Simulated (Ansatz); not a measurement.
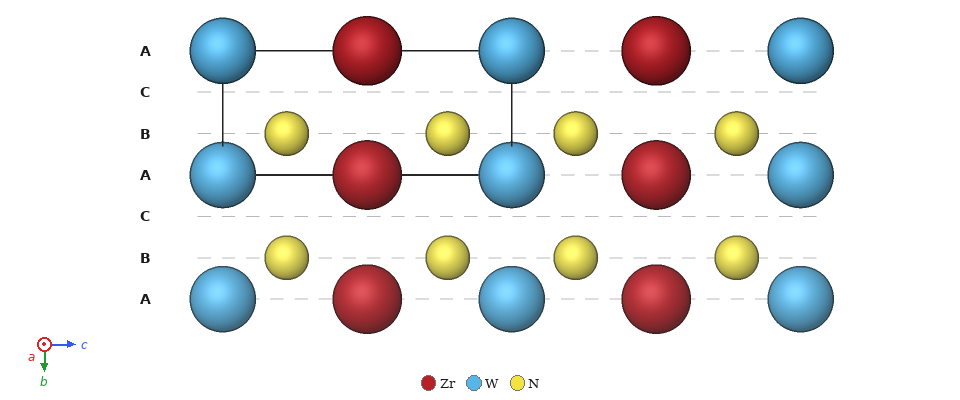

The picture looks along a close-packed row of the hexagonal mesh; c points to the right. The dashed lines mark the three columns A (0, 0), B (1/3, 2/3) and C (2/3, 1/3). The sequence starts with the first layer at or above the cell's origin.

The compound is ZrWN₂, taken as the end point of a relaxation with DFT PBE, scalar-relativistic, plane waves, PAW in Ansatz; the starting structure was generated, so it need not be a known form of this composition.

**Read off the stacking sequence over one period.**

W(A) – N(B) – Zr(A) – N(B) (four layers in 5.96 Å).

**How are the N layers alone stacked?**

N layers alone: BB, a sequence in which some neighbouring layers lie directly above each other.

**Which positions between or in the N layers do the other atoms fill?**

Zr: one trigonal-prismatic site; W: one trigonal-prismatic site, counted in one hexagonal cell.
